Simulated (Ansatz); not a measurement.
CH₆FGeNS

The calculation's input:

```
crystal:
  periodic: [false, false, false]
  atoms:
    - { symbol: "N", position_ang: [-0.409, 1.0295, 1.3297] }
    - { symbol: C, position_ang: [-0.9083, 0.596, 0.0144] }
    - { symbol: Ge, position_ang: [0.1, -0.9621, -0.5251] }
    - { symbol: F, position_ang: [0.0562, -2.1981, 0.714] }
    - { symbol: S, position_ang: [2.271, -0.4075, -0.7566] }
    - { symbol: H, position_ang: [0.44417, 0.49997, 1.55184] }
    - { symbol: H, position_ang: [-1.12548, 0.61374, 2.04191] }
    - { symbol: H, position_ang: [-1.9367, 0.3263, 0.0649] }
    - { symbol: H, position_ang: [-0.7796, 1.4136, -0.7076] }
    - { symbol: H, position_ang: [-0.4004, -1.5017, -1.8384] }
    - { symbol: H, position_ang: [2.6181, -1.7123, -1.077] }
basis:
  gaussian: { orbitals: def2-SVP }
hamiltonian:
  xc: pbe
relax:
  f_tol: 0.015
  max_steps: 40
output:
  orbitals: {}
```

Launched as:

```sh
ansatz run input.yaml --threads 2 --pin off --max-ram 3072MiB --backend cpu --events-out ev --progress --plain --runs-dir out
```

The fields are those of the run's last geometry, not of the input's.

Level of theory: RKS PBE/def2-SVP in Ansatz.

Predict the electron density and electron localisation function between the atoms.

Answer. Ge–F (1.78 Å): ρ is about 0.84 e/Å³ halfway; the ELF peaks at about 0.80 in the valence shell of F, 0.5 Å from its nucleus, and is about 0.25 at the midpoint.
Ge–S (2.25 Å): the density is about 0.68 e/Å³ at the midpoint; the ELF peaks at about 0.90 in the valence shell of S, 0.9 Å from its nucleus, and is about 0.75 at the midpoint.

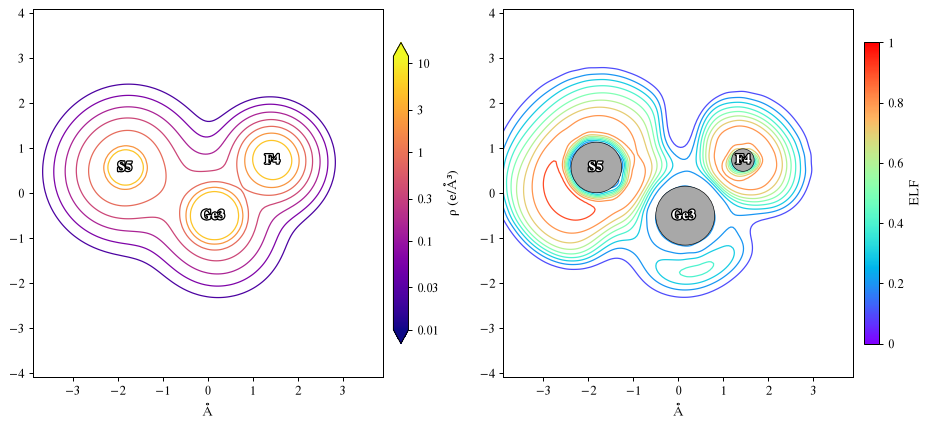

Computed electron density and electron localisation function on the plane of atoms F4, Ge3 and S5, in this order. Grey discs cover the atomic cores in the ELF map. 
